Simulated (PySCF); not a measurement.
# SFOH: relaxation and vibrations of the singlet

The task is one start of a wider search on SFOH: the singlet, from a linear start. It is relaxed, tested by its Hessian and followed downhill if it is a saddle.

The runs use PySCF 2.14.0; PBE0, basis S def2-TZVP, F def2-TZVP, O def2-TZVP, H def2-TZVP, no relativity, density fitting.

## Step 1: The starting structure

4 atoms, charge 0, spin multiplicity 1.

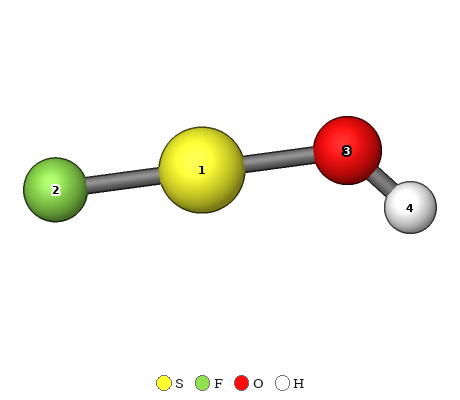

As it starts; sulfur yellow, fluorine green, oxygen red, hydrogen white; atoms are numbered from 1 in the order of the file.

```xyz
4
charge 0 multiplicity 1
S     0.0000    0.0000    0.0000
F     0.0000    0.0000    1.6700
O     0.0000    0.0000   -1.6600
H     0.7354    0.0000   -2.2771
```

## Step 2: Finding the electronic state

One driver script runs all steps and calls PySCF; scf.py shows how it sets up the SCF of each step. The optimiser is the driver's own. After this first run the driver tries any further starts and a stability analysis.

Input file scf.py:

```python
from pyscf import gto, scf, dft
mol = gto.M(atom='''
S      0.000000     0.000000     0.000000
F      0.000000     0.000000     1.670000
O      0.000000     0.000000    -1.660000
H      0.735400     0.000000    -2.277100''',
    basis={'S': 'def2-TZVP', 'F': 'def2-TZVP', 'O': 'def2-TZVP', 'H': 'def2-TZVP'},
    charge=0, spin=0)
mf = dft.RKS(mol, xc='PBE0')
mf.grids.atom_grid = (50, 194)
aux = {'S': 'def2-universal-JKFIT', 'F': 'def2-universal-JKFIT', 'O': 'def2-universal-JKFIT', 'H': 'def2-universal-JKFIT'}
mf = mf.density_fit(auxbasis=aux)
mf.conv_tol = 1e-08
mf.diis_space = 10
mf.max_cycle = 60
mf.init_guess = 'minao'
mf.verbose = 4
mf.kernel()
```

Run with:

```
$ OMP_NUM_THREADS=2 python axn.py task.json out
```

The log of the run:

```text
init E= -573.799098874741
  HOMO = -0.24292541678163  LUMO = -0.232370052022751  gap/eV = 0.28723
cycle= 1 E= -573.393631388412  delta_E= 0.405  |g|= 0.779  |ddm|= 2.01
  HOMO = -0.210354089038845  LUMO = -0.152121035537576  gap/eV = 1.58460
cycle= 2 E= -573.019695710004  delta_E= 0.374  |g|= 1.63  |ddm|= 1.12
  HOMO = -0.238921383115816  LUMO = -0.172586250859993  gap/eV = 1.80507
cycle= 3 E= -573.498435682429  delta_E= -0.479  |g|= 0.0859  |ddm|= 0.796
  HOMO = -0.255520158879577  LUMO = -0.184182056236018  gap/eV = 1.94121
cycle= 4 E= -573.50014093563  delta_E= -0.00171  |g|= 0.0378  |ddm|= 0.133
  HOMO = -0.250956607188307  LUMO = -0.1791317263528  gap/eV = 1.95445
cycle= 5 E= -573.500325868253  delta_E= -0.000185  |g|= 0.0286  |ddm|= 0.0438
  HOMO = -0.250560276239376  LUMO = -0.17822808442083  gap/eV = 1.96826
cycle= 6 E= -573.500463255496  delta_E= -0.000137  |g|= 0.00564  |ddm|= 0.0168
  HOMO = -0.250724344806841  LUMO = -0.178374597633976  gap/eV = 1.96874
cycle= 7 E= -573.500469514156  delta_E= -6.26e-06  |g|= 0.000494  |ddm|= 0.00337
  HOMO = -0.250678365309511  LUMO = -0.17832718696318  gap/eV = 1.96878
cycle= 8 E= -573.500469566683  delta_E= -5.25e-08  |g|= 9.04e-05  |ddm|= 0.000472
  HOMO = -0.250688745281487  LUMO = -0.178336784331115  gap/eV = 1.96880
cycle= 9 E= -573.500469568512  delta_E= -1.83e-09  |g|= 1.98e-05  |ddm|= 8.62e-05
  HOMO = -0.250686852677255  LUMO = -0.178335900422248  gap/eV = 1.96877
Extra cycle  E= -573.500469568359  delta_E= 1.53e-10  |g|= 3.56e-05  |ddm|= 2.99e-05
converged SCF energy = -573.500469568359
```

This step, with its further starts and checks, ran for 7.5 s (2 threads of Arm Neoverse V1, shared host).

The starts that the driver tried:

| start | energy (Eh) |
| --- | --- |
| the minimal-basis guess | -573.500470 |
| a thermally smeared density | -573.500470 |
| a smeared PBE density | -573.500470 |

The test of internal stability and the other starts found no lower closed-shell solution.

## Step 3: Linear start, singlet: relaxation

The program finds Cs symmetry in the start, which this walk keeps. Threshold on the gradient: 0.0003 Eh/bohr, with a further test on the energy change.

Edit scf.py of step 2 so:

```diff
@@ -3,4 +3,4 @@
-S      0.000000     0.000000     0.000000
-F      0.000000     0.000000     1.670000
-O      0.000000     0.000000    -1.660000
-H      0.735400     0.000000    -2.277100''',
+S     -0.010904     0.000000    -0.042382
+F     -0.010904     0.000000     1.627618
+O     -0.010904     0.000000    -1.702382
+H      0.724496     0.000000    -2.319482''',
@@ -16 +15,0 @@
-mf.init_guess = 'minao'
```

The optimiser's trace:

| step | energy (Eh) | change (kJ/mol) | largest symmetric gradient (Eh/bohr) |
| --- | --- | --- | --- |
| 0 | -573.500470 | 0.00 | 0.03269 |
| 1 | -573.504330 | -10.13 | 0.01081 |
| 2 | -573.505808 | -14.02 | 0.01924 |
| 3 | -573.506441 | -15.68 | 0.00462 |
| 4 | -573.506567 | -16.01 | 0.00232 |
| 5 | -573.506581 | -16.05 | 0.00077 |
| 6 | -573.506582 | -16.05 | 0.00009 |

The walk took 7.1 s.

Geometry (Å) and forces (eV/Å) at some steps:

```
step 0
S   -0.011   0.000  -0.042   1.030   0.000  -0.731
F   -0.011   0.000   1.628  -0.274   0.000   0.727
O   -0.011   0.000  -1.702  -1.681   0.000  -0.305
H    0.725   0.000  -2.319   0.925   0.000   0.308
step 1
S    0.051   0.000  -0.065  -0.556   0.000  -0.446
F   -0.030   0.000   1.640   0.361   0.000   0.115
O   -0.070   0.000  -1.731   0.292   0.000  -0.149
H    0.741   0.000  -2.281  -0.097   0.000   0.480
step 3
S   -0.014   0.000  -0.102   0.092   0.000   0.065
F    0.026   0.000   1.619  -0.007   0.000  -0.056
O   -0.094   0.000  -1.754   0.057   0.000  -0.237
H    0.774   0.000  -2.199  -0.142   0.000   0.229
step 6
S   -0.019   0.000  -0.109  -0.001   0.000   0.004
F    0.036   0.000   1.607  -0.001   0.000  -0.003
O   -0.104   0.000  -1.766   0.000   0.000   0.000
H    0.779   0.000  -2.169   0.002   0.000  -0.001
```

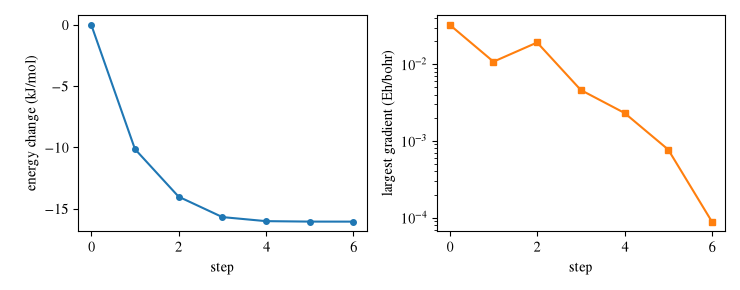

How energy and gradient fall.

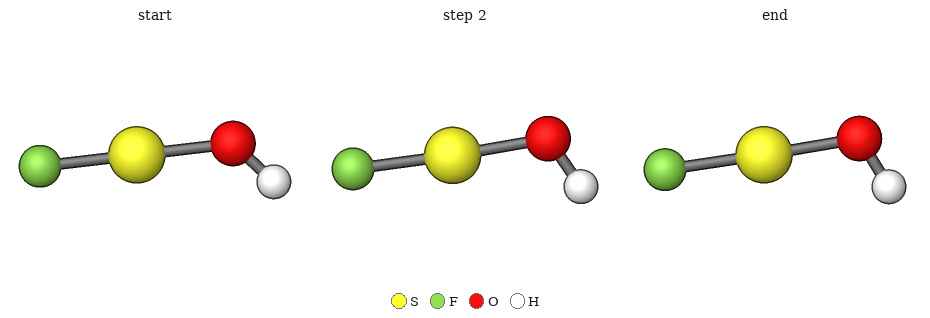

Start and end of the relaxation, with a step between.

End point (Cs, 6 steps, 16.0 kJ/mol gained): O–H 0.971 Å, S–F 1.718 Å, S–O 1.658 Å; F–S–O 178.9°, H–O–S 111.7°.

## Step 4: Vibrations and properties at this point

The point is checked on the finer grid, and tightened if its gradient asks for it. The Hessian and the dipole derivatives come from central differences of analytic gradients, with steps of 0.02 bohr.

Edit scf.py of step 3 so:

```diff
@@ -3,4 +3,4 @@
-S     -0.010904     0.000000    -0.042382
-F     -0.010904     0.000000     1.627618
-O     -0.010904     0.000000    -1.702382
-H      0.724496     0.000000    -2.319482''',
+S     -0.007554     0.000000    -0.059516
+F      0.047971     0.000000     1.657174
+O     -0.091951     0.000000    -1.715856
+H      0.790586     0.000000    -2.119751''',
@@ -10 +10 @@
-mf.grids.atom_grid = (50, 194)
+mf.grids.atom_grid = (75, 302)
@@ -13 +13 @@
-mf.conv_tol = 1e-08
+mf.conv_tol = 1e-10
```

This SCF starts from the last density.

SCF at the final geometry:

```text
init E= -573.506576977474
  HOMO = -0.262843933547465  LUMO = -0.185012266904337  gap/eV = 2.11791
cycle= 1 E= -573.506576977452  delta_E= 2.15e-11  |g|= 1.27e-05  |ddm|= 8.85e-06
  HOMO = -0.262844085500276  LUMO = -0.185012222706519  gap/eV = 2.11791
cycle= 2 E= -573.506576977313  delta_E= 1.4e-10  |g|= 3.12e-05  |ddm|= 2.12e-05
  HOMO = -0.262844031873023  LUMO = -0.185012362803775  gap/eV = 2.11791
cycle= 3 E= -573.506576977479  delta_E= -1.67e-10  |g|= 2.37e-06  |ddm|= 1.55e-05
  HOMO = -0.262844042227648  LUMO = -0.185012332555239  gap/eV = 2.11791
cycle= 4 E= -573.506576977479  delta_E= 5.68e-13  |g|= 2.54e-07  |ddm|= 1.22e-06
  HOMO = -0.26284399243692  LUMO = -0.185012294172616  gap/eV = 2.11791
Extra cycle  E= -573.506576977478  delta_E= 7.96e-13  |g|= 5.17e-07  |ddm|= 5.25e-07
converged SCF energy = -573.506576977478
```

The whole step took 37 s.

Geometry: Cs; O–H 0.971 Å, S–F 1.718 Å, S–O 1.658 Å; F–S–O 178.9°, H–O–S 111.7°.

Modes, for the most abundant isotopes:

| symmetry | ω (cm⁻¹) | IR (km/mol) |
| --- | --- | --- |
| a'' | 432i | 0.1 |
| a' | 392 | 10.5 |
| a' | 565 | 131 |
| a' | 733 | 335 |
| a' | 1037 | 75.8 |
| a' | 3727 | 87.8 |

With 1 mode imaginary (up to 432i cm⁻¹) this point is a saddle.

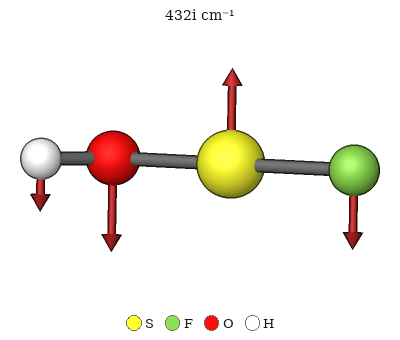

The imaginary mode, as arrows.

Properties at this point:

- Dipole moment: 3.13 D
- Highest occupied level: -7.15 eV
- Lowest empty level: -5.03 eV
- Rotational constants: 22.28, 0.1622, 0.161 cm⁻¹
- Zero-point energy (real modes): 38.6 kJ/mol
- Principal polarisabilities: 16.4, 17.1, 45.0 bohr³
- Atomisation energy without zero-point energy: 885 kJ/mol
- Principal traceless quadrupole moments about the centre of mass: -6.87, 2.34, 4.53 D Å

Populations by atom (charges in e):

```json
{"atom": "S1", "Mulliken": "0.31", "Löwdin": "0.36", "polar tensor": "1.04", "Mayer order to S1": "–"}
{"atom": "F2", "Mulliken": "-0.29", "Löwdin": "-0.28", "polar tensor": "-0.68", "Mayer order to S1": "0.85"}
{"atom": "O3", "Mulliken": "-0.35", "Löwdin": "-0.22", "polar tensor": "-0.65", "Mayer order to S1": "1.18"}
{"atom": "H4", "Mulliken": "0.33", "Löwdin": "0.14", "polar tensor": "0.30", "Mayer order to S1": "0.04"}
```

Mulliken populations on S1: s 6.07, p 9.23, d 0.35, f 0.03.

## Step 5: Following the imaginary mode

The start is the last point, displaced along its most imaginary mode.

The program finds C1 symmetry in the start. Threshold on the gradient: 0.0003 Eh/bohr, with a further test on the energy change.

Edit scf.py of step 4 so:

```diff
@@ -3,4 +3,4 @@
-S     -0.007554     0.000000    -0.059516
-F      0.047971     0.000000     1.657174
-O     -0.091951     0.000000    -1.715856
-H      0.790586     0.000000    -2.119751''',
+S     -0.007493    -0.120000    -0.059509
+F      0.048032     0.099588     1.657181
+O     -0.091890     0.117394    -1.715848
+H      0.790647     0.066409    -2.119743''',
@@ -10 +10 @@
-mf.grids.atom_grid = (75, 302)
+mf.grids.atom_grid = (50, 194)
@@ -13 +13 @@
-mf.conv_tol = 1e-10
+mf.conv_tol = 1e-08
```

Steps of the walk:

| step | energy (Eh) | change (kJ/mol) | largest gradient (Eh/bohr) |
| --- | --- | --- | --- |
| 0 | -573.515776 | 0.00 | 0.03655 |
| 1 | -573.543316 | -72.31 | 0.03623 |
| 2 | -573.567315 | -135.32 | 0.05613 |
| 3 | -573.591691 | -199.31 | 0.02729 |
| 4 | -573.594171 | -205.83 | 0.03247 |
| 5 | -573.598857 | -218.13 | 0.01284 |
| 6 | -573.599098 | -218.76 | 0.00541 |
| 7 | -573.599164 | -218.93 | 0.00255 |
| 8 | -573.599195 | -219.01 | 0.00100 |
| 9 | -573.599198 | -219.02 | 0.00042 |
| 10 | -573.599199 | -219.03 | 0.00006 |

The walk took 13 s.

Positions (Å) and forces (eV/Å) along the way:

```
step 0
S   -0.007  -0.120  -0.060  -0.511  -1.879  -0.086
F    0.048   0.100   1.657   0.236   0.952  -0.633
O   -0.092   0.117  -1.716   0.318   0.764   0.649
H    0.791   0.066  -2.120  -0.043   0.164   0.070
step 1
S   -0.103  -0.309  -0.070  -0.496  -1.689   0.047
F    0.105   0.196   1.591   0.224   0.815  -1.863
O   -0.073   0.184  -1.682   0.199   0.824   1.543
H    0.809   0.093  -2.076   0.073   0.051   0.274
step 5
S   -0.281  -0.647  -0.103   0.202   0.319  -0.200
F    0.250   0.363   1.042  -0.020  -0.107   0.062
O   -0.055   0.278  -1.410  -0.661  -0.067   0.157
H    0.826   0.170  -1.767   0.479  -0.145  -0.019
step 10
S   -0.277  -0.636  -0.110   0.004  -0.004   0.005
F    0.256   0.358   1.046  -0.004   0.007  -0.001
O   -0.072   0.272  -1.425  -0.003  -0.004  -0.004
H    0.832   0.169  -1.750   0.003   0.001   0.000
```

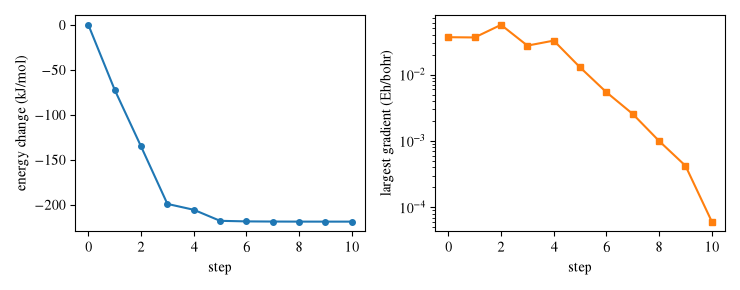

How energy and gradient fall.

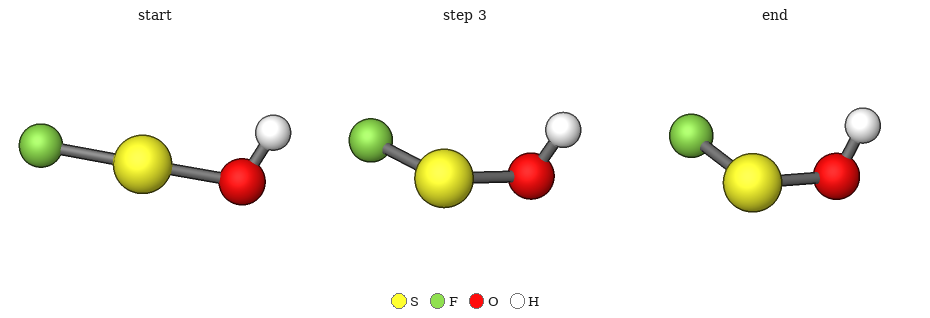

The geometry along the walk, at one scale.

After 10 steps and 219.0 kJ/mol it ends at C1: O–H 0.966 Å, S–F 1.615 Å, S–O 1.611 Å; F–S–O 101.3°, H–O–S 109.5°.

## Step 6: Hessian and properties

The same treatment as at the point before.

Edit scf.py of step 5 so:

```diff
@@ -3,4 +3,4 @@
-S     -0.007493    -0.120000    -0.059509
-F      0.048032     0.099588     1.657181
-O     -0.091890     0.117394    -1.715848
-H      0.790647     0.066409    -2.119743''',
+S     -0.213939    -0.503361     0.010874
+F      0.319300     0.490930     1.166295
+O     -0.008646     0.403668    -1.304829
+H      0.895701     0.302376    -1.629145''',
@@ -10 +10 @@
-mf.grids.atom_grid = (50, 194)
+mf.grids.atom_grid = (75, 302)
@@ -13 +13 @@
-mf.conv_tol = 1e-08
+mf.conv_tol = 1e-10
```

SCF at the final geometry:

```text
init E= -573.599175104924
  HOMO = -0.250222471855132  LUMO = -0.0291743464708305  gap/eV = 6.01503
cycle= 1 E= -573.599175104925  delta_E= -6.82e-13  |g|= 3.36e-06  |ddm|= 2.93e-06
  HOMO = -0.250222263020177  LUMO = -0.0291741918266156  gap/eV = 6.01502
Extra cycle  E= -573.599175104918  delta_E= 6.59e-12  |g|= 5.76e-06  |ddm|= 4.54e-06
converged SCF energy = -573.599175104918
```

The whole step ran for 40 s (2 threads of Arm Neoverse V1, shared host).

Geometry: C1; O–H 0.966 Å, S–F 1.615 Å, S–O 1.611 Å; F–S–O 101.3°, H–O–S 109.5°.

Harmonic modes (main isotopes):

```
symmetry  ω (cm⁻¹)  IR (km/mol)
       a       355          5.0
       a       577          104
       a       794          158
       a       877         98.7
       a      1200         41.4
       a      3775         81.5
```

No imaginary mode, so this is a minimum.

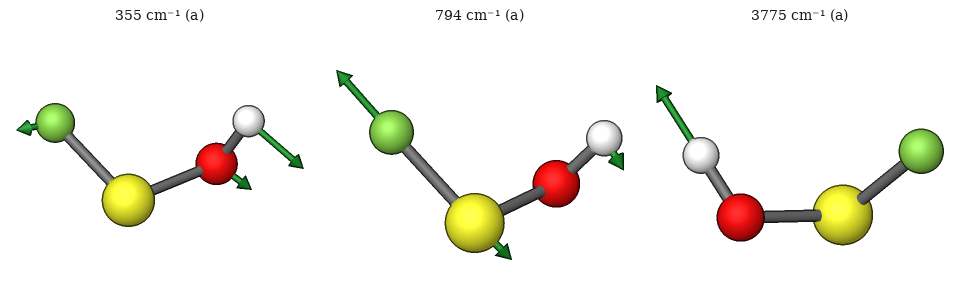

Displacements of 3 of the modes, as arrows (one member where a mode is degenerate).

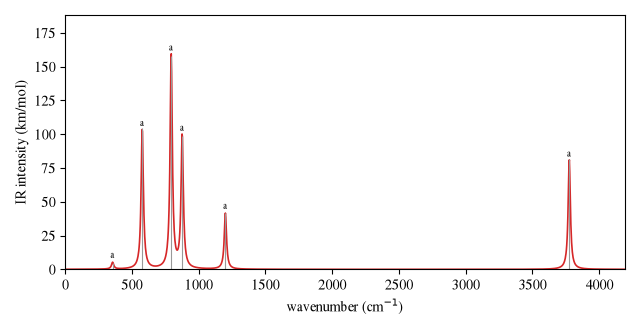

The harmonic infrared spectrum (widths in cm⁻¹). Lines are broadened to a width of 20 cm⁻¹ (Lorentzian).

Constants and moments:

| Item | Value |
| --- | --- |
| Dipole moment | 2.03 D |
| Highest occupied level | -6.81 eV |
| Lowest empty level | -0.79 eV |
| Rotational constants | 0.8962, 0.2942, 0.226 cm⁻¹ |
| Zero-point energy | 45.3 kJ/mol |
| Principal polarisabilities | 17.1, 21.7, 27.7 bohr³ |
| Atomisation energy without zero-point energy | 1128 kJ/mol |
| Principal traceless quadrupole moments about the centre of mass | -4.35, -1.28, 5.63 D Å |
| Entropy at 298.15 K and 1 bar | 265.5 J/(mol K) |
| Heat capacity Cp at 298.15 K | 50.2 J/(mol K) |
| Enthalpy at 298.15 K above 0 K | 11.71 kJ/mol |
| Rotational symmetry number | 1 |

Charges (e) and bond orders:

```csv
atom,Mulliken,Löwdin,polar tensor,Mayer order to S1
S1,0.28,0.26,0.82,–
F2,-0.23,-0.18,-0.53,0.95
O3,-0.39,-0.24,-0.57,1.15
H4,0.34,0.15,0.28,0.03
```

Mulliken populations on S1: s 5.91, p 9.46, d 0.31, f 0.05.

## Step 7: Stability of the closed shell

At the lowest minimum the closed shell is tested against spin polarisation, on the (50, 194) grid. It is stable.

## Step 8: All stationary points

| spin | group | bonds | imaginary modes (cm⁻¹) | ΔE (kJ/mol) | with zero-point energy |
| --- | --- | --- | --- | --- | --- |
| singlet | C1 | O–H 0.966 Å, S–F 1.615 Å, S–O 1.611 Å | none | 0.0 | 0.0 |
| singlet | Cs | O–H 0.971 Å, S–F 1.718 Å, S–O 1.658 Å | 432i | 243.1 | – |

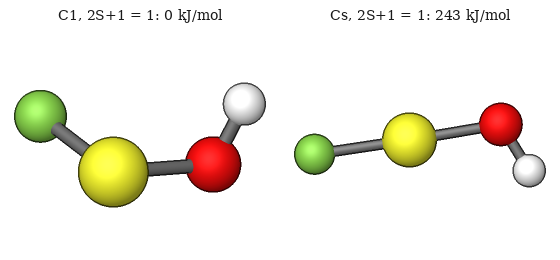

The points, lowest first (sulfur yellow, fluorine green, oxygen red, hydrogen white).

## Step 9: Outcome

| quantity | value |
| --- | --- |
| minimum | singlet, C1 |
| geometry | O–H 0.966 Å, S–F 1.615 Å, S–O 1.611 Å; F–S–O 101.3°, H–O–S 109.5° |
| wavenumbers (cm⁻¹) | 355 (a), 577 (a), 794 (a), 877 (a), 1200 (a), 3775 (a) |
| dipole moment | 2.03 D |
| highest occupied, lowest empty level | -6.81, -0.79 eV |
| polar-tensor charge of S1 | +0.82 e |
| zero-point energy | 45.3 kJ/mol |
| entropy at 298.15 K | 265.5 J/(mol K) |
| atomisation energy (no zero-point energy) | 1128 kJ/mol |

**Reading.** The linear start ends in a minimum without symmetry. In the infrared the band at 794 cm⁻¹ (a) leads. Only this shape and spin were tried, so other structures or states may lie lower.

The search up to here took 1.8 min.
